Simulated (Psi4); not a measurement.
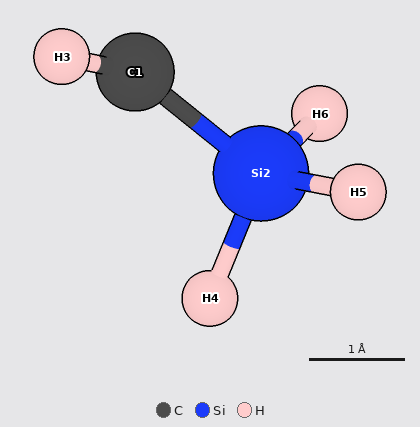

**Figure 1.** The input geometry (ball-and-stick view, seen at a tilt; atoms are numbered from 1 in the order of the input).

## Run report: CH4Si, excited-state calculation (part 1 of 3)

The run: excited-state calculation of CH4Si, multiplicity 3, SMILES [CH][SiH3]. Method and program: EOM-CCSD/3-21G, ROHF (Psi4 1.11).

The geometry comes from this level: GFN2-xTB.

### Input (input.dat)
```
memory 1600 mb

molecule mol {
  0 3
  C      0.667310    -0.852170     0.734600
  Si    -0.258900     0.404300    -0.178590
  H      1.137890    -1.813490     0.730980
  H     -1.544120    -0.143200    -0.644620
  H      0.511450     0.860970    -1.347520
  H     -0.513620     1.543590     0.705170
  symmetry c1
}

set {
  basis           3-21G
  reference       rohf
  scf_type        pk
  freeze_core     true
  roots_per_irrep [4]
}

energy('eom-ccsd')
```

Run on 1 thread of Intel Xeon (Sapphire Rapids), 176 GiB of memory available, shared host.

Run as:
```bash
psi4 input.dat output.dat -n 1
```

### Log
```
Psi4 1.11 release

   => Loading Basis Set <=

    Name: 3-21G
    Role: ORBITAL
    Keyword: BASIS

         ---------------------------------------------------------
                                   SCF
                             ROHF Reference
                        1 Threads,   1525 MiB Core
         ---------------------------------------------------------

  ==> Geometry <==

    Molecular point group: c1
    Full point group: C1

    Geometry (in Angstrom), charge = 0, multiplicity = 3:

       Center              X                  Y                   Z               Mass
    ------------   -----------------  -----------------  -----------------  -----------------
         C            0.659291090724    -0.887081790627     0.660557933379    12.000000000000
         SI          -0.266918909276     0.369388209373    -0.252632066621    27.976926534650
         H            1.129871090724    -1.848401790627     0.656937933379     1.007825032230
         H           -1.552138909276    -0.178111790627    -0.718662066621     1.007825032230
         H            0.503431090724     0.826058209373    -1.421562066621     1.007825032230
         H           -0.521638909276     1.508678209373     0.631127933379     1.007825032230

  Running in c1 symmetry.

  Rotational constants: A =      2.78845  B =      0.43870  C =      0.43560 [cm^-1]
  Rotational constants: A =  83595.52247  B =  13151.77226  C =  13059.02302 [MHz]
  Nuclear repulsion =   49.989461569647325

  Charge       = 0
  Multiplicity = 3
  Electrons    = 24
  Nalpha       = 13
  Nbeta        = 11

  ==> Algorithm <==

  SCF Algorithm Type is PK.
  DIIS enabled.
  MOM disabled.
  Fractional occupation disabled.
  Guess Type is SAD.
  Energy threshold   = 1.00e-08
  Density threshold  = 1.00e-08
  Integral threshold = 1.00e-12

  ==> Primary Basis <==

  Basis Set: 3-21G
    Blend: 3-21G
    Number of shells: 20
    Number of basis functions: 30
    Number of Cartesian functions: 30
    Spherical Harmonics?: false
    Max angular momentum: 1

  ==> Integral Setup <==

  Using in-core PK algorithm.
   Calculation information:
      Number of atoms:                   6
      Number of AO shells:              20
      Number of primitives:             36
      Number of atomic orbitals:        30
      Number of basis functions:        30

      Integral cutoff                 1.00e-12
      Number of threads:                 1

  Performing in-core PK
  Using 216690 doubles for integral storage.
  We computed 21690 shell quartets total.
  Whereas there are 22155 unique shell quartets.

  ==> DiskJK: Disk-Based J/K Matrices <==

    J tasked:                  Yes
    K tasked:                  Yes
    wK tasked:                  No
    Memory [MiB]:             1144
    Schwarz Cutoff:          1E-12

  Minimum eigenvalue in the overlap matrix is 2.3990217834E-02.
  Reciprocal condition number of the overlap matrix is 6.7211735852E-03.
    Using symmetric orthogonalization.

  ==> Pre-Iterations <==

  SCF Guess: Superposition of Atomic Densities via on-the-fly atomic UHF (no occupation information).

   -------------------------
    Irrep   Nso     Nmo
   -------------------------
     A         30      30
   -------------------------
    Total      30      30
   -------------------------

  ==> Iterations <==

                        Total Energy        Delta E     RMS |[F,P]|

   @ROHF iter SAD:  -326.38634311716339   -3.26386e+02   0.00000e+00
   @ROHF iter   1:  -327.21696952773402   -8.30626e-01   4.60145e-03 DIIS
   @ROHF iter   2:  -327.25778676042876   -4.08172e-02   1.79775e-03 DIIS
   @ROHF iter   3:  -327.26157110559893   -3.78435e-03   5.83521e-04 DIIS
   @ROHF iter   4:  -327.26210606521676   -5.34960e-04   1.24571e-04 DIIS
   @ROHF iter   5:  -327.26214408280748   -3.80176e-05   2.92908e-05 DIIS
   @ROHF iter   6:  -327.26214590433005   -1.82152e-06   8.45551e-06 DIIS
   @ROHF iter   7:  -327.26214608126634   -1.76936e-07   2.06078e-06 DIIS
   @ROHF iter   8:  -327.26214609412904   -1.28627e-08   4.00159e-07 DIIS
   @ROHF iter   9:  -327.26214609456542   -4.36387e-10   8.15912e-08 DIIS
   @ROHF iter  10:  -327.26214609458015   -1.47224e-11   2.27513e-08 DIIS
   @ROHF iter  11:  -327.26214609458157   -1.42109e-12   3.82145e-09 DIIS
  Energy and wave function converged.

  ==> Post-Iterations <==

    Orbital Energies [Eh]
    ---------------------

    Doubly Occupied:

       1A    -68.300224     2A    -11.178103     3A     -6.113293
       4A     -4.209165     5A     -4.208992     6A     -4.208936
       7A     -0.864475     8A     -0.714349     9A     -0.528003
      10A     -0.490064    11A     -0.489778

    Singly Occupied:

      12A     -0.133988    13A     -0.119638

    Virtual:

      14A      0.177145    15A      0.228486    16A      0.240483
      17A      0.300049    18A      0.363438    19A      0.441197
      20A      0.480269    21A      0.485520    22A      0.603383
      23A      1.038814    24A      1.043998    25A      1.132097
      26A      1.315800    27A      1.345949    28A      1.357827
      29A      1.371517    30A      1.778305

    Final Occupation by Irrep:
              A
    DOCC [    11 ]
    SOCC [     2 ]
    NA   [    13 ]
    NB   [    11 ]

  @ROHF Final Energy:  -327.26214609458157

   => Energetics <=

    Nuclear Repulsion Energy =             49.9894615696473252
    One-Electron Energy =                -551.0583299338817369
    Two-Electron Energy =                 173.8067222696528233
    Total Energy =                       -327.2621460945815670

Computation Completed

Properties will be evaluated at   0.000000,   0.000000,   0.000000 [a0]

Properties computed using the SCF density matrix

 Multipole Moments:

 ------------------------------------------------------------------------------------
     Multipole            Electronic (a.u.)      Nuclear  (a.u.)        Total (a.u.)
 ------------------------------------------------------------------------------------

 L = 1.  Multiply by 2.5417464519 to convert [e a0] to [Debye]
 Dipole X            :          0.4630856           -0.4187516            0.0443340
 Dipole Y            :         -0.4598763            0.2970026           -0.1628737
 Dipole Z            :          0.6985330           -0.8043801           -0.1058470
 Magnitude           :                                                    0.1992409

 ------------------------------------------------------------------------------------

	total time  =          0 seconds =       0.00 minutes
 MINTS: Wrapper to libmints.

   Calculation information:
      Number of threads:                 1
      Number of atoms:                   6
      Number of AO shells:              20
      Number of SO shells:              20
      Number of primitives:             36
      Number of atomic orbitals:        30
      Number of basis functions:        30

      Number of irreps:                  1
      Integral cutoff                 1.00e-12
      Number of functions per irrep: [  30 ]

 OEINTS: Overlap, kinetic, potential, dipole, and quadrupole integrals
         stored in file 35.

      Computing two-electron integrals...done
      Computed 102979 non-zero two-electron integrals.
        Stored in file 33.

	Wfn Parameters:
	--------------------
	Wavefunction         = CCSD
	Number of irreps     = 1
	Number of MOs        = 30
	Number of active MOs = 24
	AO-Basis             = NONE
	Semicanonical        = false
	Reference            = ROHF
	Print Level          = 1

	IRREP	# MOs	# FZDC	# DOCC	# SOCC	# VIRT	# FZVR
	-----	-----	------	------	------	------	------
	 A	   30	    6	    5	    2	    17	    0
	Transforming integrals...
	IWL integrals will be deleted.
	(OO|OO)...
	Presorting SO-basis two-electron integrals.
	Sorting File: SO Ints (nn|nn) nbuckets = 1
	Constructing frozen core operators
	Starting first half-transformation.
	Sorting half-transformed integrals.
	First half integral transformation complete.
	Starting second half-transformation.
	Two-electron integral transformation complete.
	(OO|OV)...
	Starting second half-transformation.
	Two-electron integral transformation complete.
	(OO|VV)...
	Starting second half-transformation.
	Two-electron integral transformation complete.
	(OV|OO)...
	Starting first half-transformation.
	Sorting half-transformed integrals.
	First half integral transformation complete.
	Starting second half-transformation.
	Two-electron integral transformation complete.
	(OV|OV)...
	Starting second half-transformation.
	Two-electron integral transformation complete.
	(OV|VV)...
	Starting second half-transformation.
	Two-electron integral transformation complete.
	(VV|OO)...
	Starting first half-transformation.
	Sorting half-transformed integrals.
	First half integral transformation complete.
	Starting second half-transformation.
	Two-electron integral transformation complete.
	(VV|OV)...
	Starting second half-transformation.
	Two-electron integral transformation complete.
	(VV|VV)...
	Starting second half-transformation.
	Two-electron integral transformation complete.
	Frozen core energy     =   -350.64555982271827

	Size of irrep 0 of <ab|cd> integrals:      0.130 (MW) /      1.043 (MB)
	Total:                                     0.130 (MW) /      1.043 (MB)

	Size of irrep 0 of <ia|bc> integrals:      0.048 (MW) /      0.384 (MB)
	Total:                                     0.048 (MW) /      0.384 (MB)

	Size of irrep 0 of tIjAb amplitudes:       0.018 (MW) /      0.142 (MB)
	Total:                                     0.018 (MW) /      0.142 (MB)

	Nuclear Rep. energy          =     49.98946156964733
	SCF energy                   =   -327.26214609458157
	One-electron energy          =    -46.20463556784055
	Two-electron (AA) energy     =      5.86855919052950
	Two-electron (BB) energy     =      2.48969020561144
	Two-electron (AB) energy     =     11.24033833018898
	Two-electron energy          =    -26.60604784151064
	Reference energy             =   -327.26214609458157

	total time  =          0 seconds =       0.00 minutes
            **************************
            *                        *
            *        CCENERGY        *
            *                        *
            **************************

    Nuclear Rep. energy (wfn)     =   49.989461569647325
    SCF energy          (wfn)     = -327.262146094581567
    Reference energy    (file100) = -327.262146094581567

    Input parameters:
    -----------------
    Wave function   =     CCSD
    Reference wfn   =     ROHF
    Brueckner       =     No
    Memory (Mbytes) =     1600.0
    Maxiter         =     50
    R_Convergence   =     1.0e-07
    E_Convergence   =     1.0e-06
    Restart         =     Yes
    DIIS            =     Yes
    AO Basis        =     NONE
    ABCD            =     NEW
    Cache Level     =     2
    Cache Type      =     LOW
    Print Level     =     1
    Num. of threads =     1
    # Amps to Print =     10
    Print MP2 Amps? =     No
    Analyze T2 Amps =     No
    Print Pair Ener =     No
    Local CC        =     No
    SCS-MP2         =     False
    SCSN-MP2        =     False
    SCS-CCSD        =     False

                Solving CC Amplitude Equations
                ------------------------------
  Iter             Energy              RMS        T1Diag      D1Diag    New D1Diag    D2Diag
  ----     ---------------------    ---------   ----------  ----------  ----------   --------
     0        -0.107207737129405    0.000e+00    0.000406    0.001385    0.001385    0.000000
     1        -0.128916149717347    6.313e-02    0.006018    0.009322    0.009489    0.000000
     2        -0.139240788439364    2.709e-02    0.009992    0.015166    0.015166    0.000000
     3        -0.140152755477094    9.694e-03    0.011687    0.016542    0.019354    0.000000
     4        -0.140214808487130    4.553e-03    0.012724    0.017258    0.021874    0.000000
     5        -0.140272953312886    1.900e-03    0.013187    0.017367    0.023291    0.000000
     6        -0.140280054890545    5.172e-04    0.013251    0.017342    0.023510    0.000000
     7        -0.140282569368982    2.192e-04    0.013264    0.017313    0.023569    0.000000
     8        -0.140284643467675    8.102e-05    0.013270    0.017308    0.023587    0.000000
     9        -0.140283660407252    2.912e-05    0.013270    0.017308    0.023588    0.000000
    10        -0.140283471920838    9.294e-06    0.013270    0.017309    0.023589    0.000000
    11        -0.140283428702589    3.305e-06    0.013271    0.017310    0.023590    0.000000
    12        -0.140283515308482    1.113e-06    0.013271    0.017310    0.023590    0.000000
    13        -0.140283532016593    3.748e-07    0.013271    0.017310    0.023590    0.000000
    14        -0.140283529967298    1.389e-07    0.013271    0.017310    0.023590    0.000000
    15        -0.140283526855564    6.256e-08    0.013271    0.017310    0.023590    0.000000

    Iterations converged.

    Largest TIA Amplitudes:
              0   3         0.0210208952
              5   1        -0.0173586999
              1   3         0.0150754187
              2   8         0.0146848146
              0   8         0.0145741127
              6   2        -0.0134790865
              0   1         0.0125898009
              0   0         0.0124406790
              0   4         0.0097161439
              1   1         0.0094583038

    Largest Tia Amplitudes:
              0   3        -0.0341224194
              3  18         0.0332734102
              2   0        -0.0289407292
              0   0        -0.0275030156
              4  17        -0.0270646198
              3   2        -0.0244564259
              0   8        -0.0199815946
              4   1         0.0198395613
              2   8        -0.0191836468
              1   4        -0.0189488951

    Largest TIJAB Amplitudes:
      6   5  10   9        -0.0285789375
      4   3   2   1         0.0149091329
      6   2  10   4         0.0130336701
      6   5   9   2         0.0128323822
      5   2   9   4         0.0126593957
      5   2   8   1         0.0115511334
      4   3   7   6        -0.0115052805
      6   2   8   2         0.0115040818
      6   2  12  10        -0.0110023613
      5   2  12   9        -0.0109893227

    Largest Tijab Amplitudes:
      4   3   2   1         0.0164575759
      3   2  18   0        -0.0153134700
      4   2  17   0         0.0144089823
      4   3   7   6        -0.0122776694
      4   2   1   0        -0.0094021364
      3   0  18   0        -0.0089690775
      4   2   8   7         0.0079687816
      3   1   6   3         0.0077767938
      3   2   8   6         0.0077031602
      3   2   2   0         0.0075945328

    Largest TIjAb Amplitudes:
      4   4   1   1        -0.0445050934
      3   3   2   2        -0.0374453428
      6   0   3  18        -0.0321035288
      4   4   7   7        -0.0297804604
      3   3   6   6        -0.0292792845
      2   2   0   0        -0.0255868319
      2   2   4   4        -0.0253424487
      2   2   8   8        -0.0235026341
      1   1   3   3        -0.0214523214
      6   0   0  18        -0.0210711448

    SCF energy       (wfn)                    = -327.262146094581567
    Reference energy (file100)                = -327.262146094581567

    Opposite-spin CCSD correlation energy     =   -0.116458927989170
    Same-spin CCSD correlation energy         =   -0.018869246435255
    Singles CCSD correlation energy           =   -0.004955352431138
    CCSD correlation energy                   =   -0.140283526855564
      * CCSD total energy                     = -327.402429621437136

			**************************
			*                        *
			*         CCHBAR         *
			*                        *
			**************************

	**********************************************************
	*  CCEOM: An Equation of Motion Coupled Cluster Program  *
	**********************************************************

	Nuclear Rep. energy (wfn)     =   49.989461569647325
	SCF energy          (wfn)     = -327.262146094581567
	Reference energy    (file100) = -327.262146094581567
	CCSD energy         (file100) =   -0.140283526855564

	Input parameters:
	-----------------
	Reference wfn   =    ROHF
	Reference EOM wfn=    ROHF
	Memory (Mbytes) =  1600.0
	ABCD            =     NEW
	Cache Level     =    2
	Cache Type      =     LRU
	Num. of threads =     1
	Local CC        =     No

	CCEOM parameters:
	-----------------
	States sought per irrep     = A 4,
	Max. number of iterations   =    80
	Vectors stored per root     =    12
	Print HbarSS iterations?    =     0
	Excitation range for HBarSS =     2
	Eigenvalue tolerance        = 1.0e-06
	Eigenvalue toleranceSS      = 1.0e-06
	Residual vector tolerance   = 1.0e-06
	Residual vector toleranceSS = 1.0e-06
	Complex tolerance           = 1.0e-12
	Root for properties         =     4
	Sym of state for properties =      A
	Guess vectors taken from    = SINGLES
	Restart EOM CC3             = NO
	Collapse with last vector   = YES

Fae   dot Fae   total   31.1561048716
Fmi   dot Fmi   total    4.7185130399
Fme   dot Fme   total    0.0051441978
WMBIJ dot WMBIJ total    0.2858311485
Wmbij dot Wmbij total    0.0940892725
WMbIj dot WMbIj total    0.2675536139
WmBiJ dot WmBiJ total    0.2072870893
Symmetry of ground state: A
Symmetry of excited state: A
Symmetry of right eigenvector: A
Obtaining initial guess from singles-singles block of Hbar...Done.
```
